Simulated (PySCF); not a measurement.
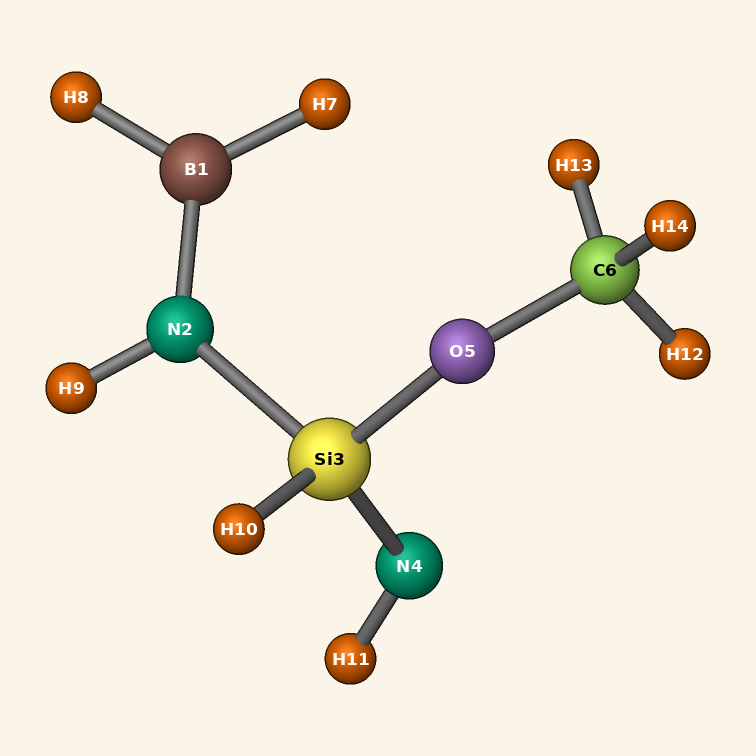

The questions are on Mulliken spin populations. Charge 0, doublet. The geometry was computed by an optimisation with GFN2-xTB. No frequency run is at hand to confirm it as a minimum. Method: UKS B3LYP, pcH-1 on B C H N O Si, non-relativistic (PySCF 2.14.0).

Give the Mulliken spin populations atom by atom.

| atom | value (e) |
| --- | --- |
| B1 | 0.01 |
| N2 | 0.08 |
| Si3 | −0.03 |
| N4 | 0.95 |
| O5 | 0.01 |
| C6 | 0.00 |
| H7 | 0.00 |
| H8 | 0.01 |
| H9 | 0.00 |
| H10 | 0.01 |
| H11 | −0.03 |
| H12 | 0.00 |
| H13 | 0.00 |
| H14 | 0.00 |

Mulliken values depend strongly on the basis set. The geometry is semi-empirical. Around B, Si such bond lengths and angles can be off by a tenth of an ångström or more and by several degrees, and values that hang on the shape move with them.
